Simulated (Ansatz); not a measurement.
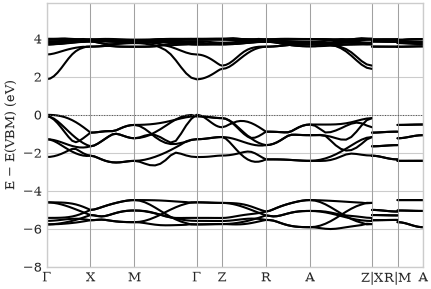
*Band structure from plane-wave PAW r²SCAN (Ansatz code)*

Read off the gap and where the band edges lie.

About 1.9 eV (1.87 eV by a search for the band edges); maximum at Γ, minimum at Γ.

The material is LaSF in space group P4/nmm (No. 129; La on 2c, S on 2c, F on 2a).

The workflow started from a Materials Project entry (that database holds measured and hypothetical structures alike); the Crystallography Open Database files this formula in space group No. 129, but the cells were not matched. Whether it is the stable phase at ambient conditions was not checked. The cell was relaxed with r²SCAN under the symmetry of its start; its stability against distortions is not shown here. Scalar-relativistic: spin–orbit coupling is off unless named, which matters more the heavier the elements.

Potentials: the earlier of the program's two PAW sets.
